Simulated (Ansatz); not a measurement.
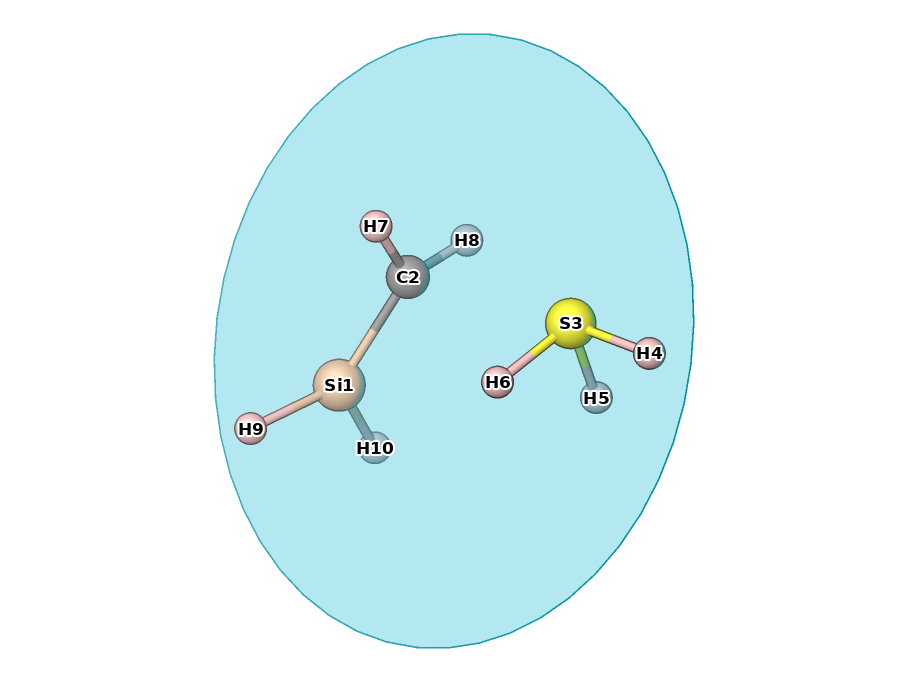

A disc through the centre of mass is drawn in. Distant atoms are faded towards the background colour. State: charge +1, singlet. Computed geometry: PBE0-D4/def2-TZVP optimisation. No frequency run is at hand to confirm it as a minimum.

### Is the plane of the disc a mirror plane of the structure?

Yes. The reflection leaves Si1, C2, S3, H4 in place and moves H5 ↔ H6; H7 ↔ H8; H9 ↔ H10. The point group is Cs.
